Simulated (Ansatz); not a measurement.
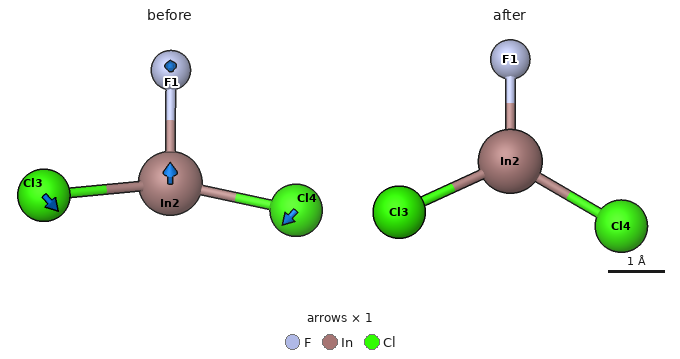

The structure of InCl2F before (left) and after (right) a relaxation, at one scale. The blue arrows give the displacements, at their true length.

The picture is a ball-and-stick view, seen at a tilt.

The run prepares an end point of a later path (inversion) calculation, from a guessed geometry.

All numbers below come from RKS r2SCAN-D4/def2-SVP (Ansatz). Set-up: no spin polarisation; force threshold 0.015 eV/Å; at most 40 steps.

Q: Summarise the run.

A: The atom that moves furthest after the best rigid fit is In2 (0.47 Å). By element the largest moves are In 0.47 Å, Cl 0.42 Å, F 0.28 Å. Among the contacts that change: In2–Cl3 2.519 → 2.319 Å, F1–In2 2.049 → 1.944 Å, In2–Cl4 2.330 → 2.319 Å. Bond angles that change, for instance: Cl3–In2–Cl4 145.5° → 123.2°, F1–In2–Cl3 97.3° → 118.5°, F1–In2–Cl4 102.2° → 118.4°. The energy falls by 0.791 eV in 4 geometry steps. The largest force component goes from 2.6 to 0.003 eV/Å.
